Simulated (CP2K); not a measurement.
# C2H6FGeN (SMILES N[C]1(F)[CH2][GeH2]1) at GFN2-xTB

What is the energy difference between two shapes of C2H6FGeN at GFN2-xTB? 

The results are computed with CP2K 2026.2.

3 further runs of the same task are left out: 3 set aside as unsound or not needed.

### 1 The system as given

C2H6FGeN: 11 atoms, total charge 0, spin state singlet. SMILES: `N[C]1(F)[CH2][GeH2]1`. Geometry: a rough force-field guess. This is one conformer, not always the lowest.

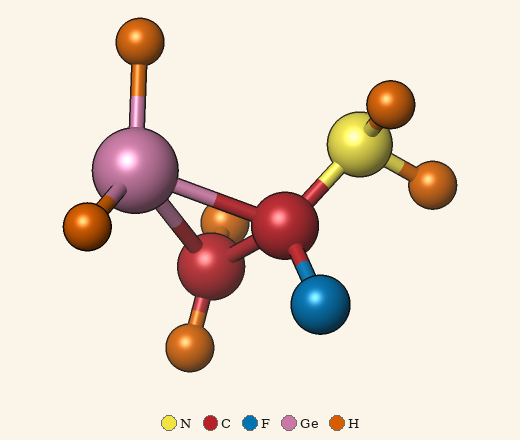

The structure, seen from a chosen angle (nitrogen yellow, carbon red, fluorine blue, germanium pink, hydrogen orange).

### 2 Energy and gradient at GFN2-xTB

File molecule.pdb:

```
HETATM    1 N    MOL A   1      -1.198   0.895   0.131  1.00  0.00           N
HETATM    2 C    MOL A   1       0.126   0.489  -0.030  1.00  0.00           C
HETATM    3 F    MOL A   1       1.089   1.440   0.144  1.00  0.00           F
HETATM    4 C    MOL A   1       0.425  -0.472  -1.099  1.00  0.00           C
HETATM    5 Ge   MOL A   1       0.486  -1.304   0.695  1.00  0.00          GE
HETATM    6 H    MOL A   1      -1.346   1.335   1.086  1.00  0.00           H
HETATM    7 H    MOL A   1      -1.358   1.746  -0.531  1.00  0.00           H
HETATM    8 H    MOL A   1      -0.516  -0.779  -1.663  1.00  0.00           H
HETATM    9 H    MOL A   1       1.334  -0.377  -1.570  1.00  0.00           H
HETATM   10 H    MOL A   1       1.857  -1.238   1.457  1.00  0.00           H
HETATM   11 H    MOL A   1      -0.834  -1.793   1.403  1.00  0.00           H
END
```

File calc.inp:

```
&global
    project_name calc
    run_type ENERGY_FORCE
    print_level MEDIUM
&end
&force_eval
    method QUICKSTEP
    &dft
        &qs
            method XTB
            eps_default 1.0E-10
            &xtb
                gfn_type TBLITE
                &tblite
                    method GFN2
                &end
                check_atomic_charges F
            &end
        &end
        # no periodic images
        &poisson
            periodic NONE
            poisson_solver ANALYTIC
        &end
        &scf
            scf_guess ATOMIC
            eps_scf 1.0E-07
            max_scf 150
            added_mos 8
            &diagonalization
                algorithm STANDARD
            &end
            &mixing
                method DIRECT_P_MIXING
                alpha 0.4
            &end
            &smear ON
                method FERMI_DIRAC
                electronic_temperature [K] 300
            &end
        &end
        # extra output
        &print
            &moments
                periodic F
                reference COM
                max_moment 1
            &end
            &mo ON
                energies T
                occupation_numbers T
                ndigits 6
                &each
                    qs_scf 0
                &end
                add_last NUMERIC
            &end
            &hirshfeld OFF
            &end
        &end
    &end
    &subsys
        # box in angstrom
        &cell
            abc 15.2 15.5 15.1
            periodic NONE
        &end
        &topology
            coord_file_name molecule.pdb
            coord_file_format PDB
            conn_file_format OFF
            &center_coordinates
            &end
        &end
    &end
    &print
        &forces ON
        &end
    &end
&end
```

Launch:

```console
$ OMP_NUM_THREADS=1 cp2k.psmp -i calc.inp > calc.out 2>&1
```

The log of the run:

```text
CP2K| version string:                                       CP2K version 2026.2
[...]
 GLOBAL| Method name                                                        CP2K
[...]
 GLOBAL| Run type                                                   ENERGY_FORCE
[...]
                             - Atoms:                                         11
[...]
                             - Spherical basis functions:                     31
[...]
 Number of electrons:                                                         30
[...]
  *** SCF run converged in    15 steps ***
[...]
  Fermi energy:                                                -0.26797932125581
[...]
 TB_DIPOLE| Moment [Debye]         -0.90954348      -1.87959334       0.26047409
 TB_DIPOLE| Derivative [a.u.]       0.00000000       0.00000000       0.00000000
[...]
 ENERGY| Total FORCE_EVAL ( QS ) energy [hartree]            -16.825343162000184
 FORCES| Atomic forces [hartree/bohr]
 FORCES|   Atom     x               y               z               |f|
 FORCES|      1 -1.65736266E-02  6.32460241E-02 -5.30363591E-03   6.55962896E-02
 FORCES|      2 -3.91883798E-03 -1.76441164E-02  2.94497201E-02   3.45536995E-02
 FORCES|      3  1.33434695E-02  2.18252495E-02 -2.29851151E-04   2.55820743E-02
 FORCES|      4 -5.90323497E-02 -2.95632392E-02  2.57843012E-03   6.60715652E-02
 FORCES|      5  5.20235521E-03 -1.40727528E-02  1.03767887E-02   1.82423851E-02
 FORCES|      6  5.21980083E-03 -1.53609446E-02 -2.35605144E-02   2.86059920E-02
 FORCES|      7 -2.68609651E-03 -3.05144172E-02  1.91163048E-02   3.61078645E-02
 FORCES|      8  3.01945384E-02  9.61232548E-03  6.81758410E-03   3.24127507E-02
 FORCES|      9  2.78305139E-02  3.66594336E-03 -2.30846821E-02   3.63439017E-02
 FORCES|     10 -1.92225890E-02 -2.54778615E-04 -7.34710635E-03   2.05803987E-02
 FORCES|     11  1.96428221E-02  9.06070639E-03 -8.81303788E-03   2.33582211E-02
 FORCES| Sum     1.04083409E-16 -3.01841885E-16 -1.05818132E-16
 FORCES| Total atomic force                                       3.36361943E-16
[...]
```

Run time: 0.22 s. Hardware: 1 thread of Arm Neoverse V2, shared host.

### 3 The distorted shape, same level

File molecule.pdb:

```
HETATM    1 N    MOL A   1      -1.098   0.725   0.251  1.00  0.00           N
HETATM    2 C    MOL A   1       0.101   0.545   0.032  1.00  0.00           C
HETATM    3 F    MOL A   1       1.127   1.476   0.185  1.00  0.00           F
HETATM    4 C    MOL A   1       0.554  -0.554  -1.234  1.00  0.00           C
HETATM    5 Ge   MOL A   1       0.459  -1.447   0.743  1.00  0.00          GE
HETATM    6 H    MOL A   1      -1.378   1.431   1.110  1.00  0.00           H
HETATM    7 H    MOL A   1      -1.262   1.731  -0.409  1.00  0.00           H
HETATM    8 H    MOL A   1      -0.646  -0.795  -1.582  1.00  0.00           H
HETATM    9 H    MOL A   1       1.460  -0.326  -1.490  1.00  0.00           H
HETATM   10 H    MOL A   1       1.876  -1.148   1.535  1.00  0.00           H
HETATM   11 H    MOL A   1      -0.895  -1.748   1.463  1.00  0.00           H
END
```

File job.inp:

```
&GLOBAL
  PROJECT job
  RUN_TYPE ENERGY_FORCE
  PRINT_LEVEL MEDIUM
&END GLOBAL

&FORCE_EVAL
  METHOD QUICKSTEP
  &DFT
    ! Quickstep
    &QS
      METHOD XTB
      EPS_DEFAULT 1.0E-10
      &XTB
        GFN_TYPE TBLITE
        &TBLITE
          METHOD GFN2
        &END TBLITE
        CHECK_ATOMIC_CHARGES F
      &END XTB
    &END QS
    &POISSON
      PERIODIC NONE
      POISSON_SOLVER ANALYTIC
    &END POISSON
    &SCF
      SCF_GUESS ATOMIC
      EPS_SCF 1.0E-07
      MAX_SCF 150
      ADDED_MOS 8
      &DIAGONALIZATION
        ALGORITHM STANDARD
      &END DIAGONALIZATION
      &MIXING
        METHOD DIRECT_P_MIXING
        ALPHA 0.4
      &END MIXING
      &SMEAR ON
        METHOD FERMI_DIRAC
        ELECTRONIC_TEMPERATURE [K] 300
      &END SMEAR
    &END SCF
    ! extra output
    &PRINT
      &MOMENTS
        PERIODIC F
        REFERENCE COM
        MAX_MOMENT 1
      &END MOMENTS
      &MO ON
        ENERGIES T
        OCCUPATION_NUMBERS T
        NDIGITS 6
        &EACH
          QS_SCF 0
        &END EACH
        ADD_LAST NUMERIC
      &END MO
      &HIRSHFELD OFF
      &END HIRSHFELD
    &END PRINT
  &END DFT
  &SUBSYS
    ! vacuum box
    &CELL
      ABC 15.3 15.5 15.1
      PERIODIC NONE
    &END CELL
    &TOPOLOGY
      COORD_FILE_NAME molecule.pdb
      COORD_FILE_FORMAT PDB
      CONN_FILE_FORMAT OFF
      &CENTER_COORDINATES
      &END CENTER_COORDINATES
    &END TOPOLOGY
  &END SUBSYS
  &PRINT
    &FORCES ON
    &END FORCES
  &END PRINT
&END FORCE_EVAL
```

Launch:

```console
$ OMP_NUM_THREADS=1 cp2k.psmp -i job.inp > job.out 2>&1
```

The log of the run:

```text
CP2K| version string:                                       CP2K version 2026.2
[...]
 GLOBAL| Method name                                                        CP2K
[...]
 GLOBAL| Run type                                                   ENERGY_FORCE
[...]
                             - Atoms:                                         11
[...]
                             - Spherical basis functions:                     31
[...]
 Number of electrons:                                                         30
[...]
  *** SCF run converged in    17 steps ***
[...]
  Fermi energy:                                                -0.29255476771710
[...]
 TB_DIPOLE| Moment [Debye]         -1.54544511      -1.61735495      -0.01287147
 TB_DIPOLE| Derivative [a.u.]       0.00000000       0.00000000       0.00000000
[...]
 ENERGY| Total FORCE_EVAL ( QS ) energy [hartree]            -16.689949383240659
 FORCES| Atomic forces [hartree/bohr]
 FORCES|   Atom     x               y               z               |f|
 FORCES|      1 -1.68121741E-01  1.66922528E-01  1.06264554E-02   2.37151790E-01
 FORCES|      2  1.95800913E-01 -1.36900563E-01 -3.11093780E-02   2.40930602E-01
 FORCES|      3 -4.32573736E-03  1.15035069E-02  4.45269250E-04   1.22980055E-02
 FORCES|      4 -1.87676746E-01  5.63306852E-03  1.13630866E-01   2.19468144E-01
 FORCES|      5  2.88489855E-02  1.28155597E-02 -2.26294682E-02   3.88406407E-02
 FORCES|      6  1.93951140E-02 -5.22258263E-02 -2.00283004E-02   5.92016908E-02
 FORCES|      7 -2.54437919E-02 -3.75172753E-02  3.70284213E-03   4.54823430E-02
 FORCES|      8  7.53071061E-02  1.00192726E-02 -3.30873747E-03   7.60427104E-02
 FORCES|      9  7.75457730E-02  1.47854016E-02 -4.15650387E-02   8.92166321E-02
 FORCES|     10 -2.55747315E-02 -4.02597496E-03 -5.86086821E-03   2.65447761E-02
 FORCES|     11  1.42448559E-02  8.99030207E-03 -3.90364170E-03   1.72910344E-02
 FORCES| Sum    -5.03069808E-17  1.49186219E-16 -6.54858112E-17
 FORCES| Total atomic force                                       1.70516016E-16
[...]
```

Wall time 0.22 s (1 thread of Arm Neoverse V2, shared host).

### 4 Outcome

Level: GFN2-xTB.

```
                                                  quantity         value
                                 first shape: total energy  -16.82534 Eh
    first shape: dipole moment (from atomic charges alone)        2.10 D
                                  first shape: HOMO energy      -9.41 eV
                                  first shape: LUMO energy      -6.40 eV
                                first shape: HOMO–LUMO gap       3.02 eV
                     first shape: largest force on an atom    3.398 eV/Å
                             distorted shape: total energy  -16.68995 Eh
distorted shape: dipole moment (from atomic charges alone)        2.24 D
                              distorted shape: HOMO energy      -8.75 eV
                              distorted shape: LUMO energy      -7.17 eV
                            distorted shape: HOMO–LUMO gap       1.57 eV
                 distorted shape: largest force on an atom   12.389 eV/Å
                    energy change with the atoms displaced      3.684 eV
```

In words: With the atoms displaced the energy rises by 3.68 eV (355 kJ/mol). The first shape isn't relaxed at this level, so the change isn't measured from a minimum. The largest force (first shape) is 3.40 eV/Å: the shape isn't a stationary point for this species at this level. The dipole (first shape) comes from point charges on the atoms alone, without atomic dipoles, so it is partial. The dipole (distorted shape) comes from point charges on the atoms alone, without atomic dipoles, so it is partial.
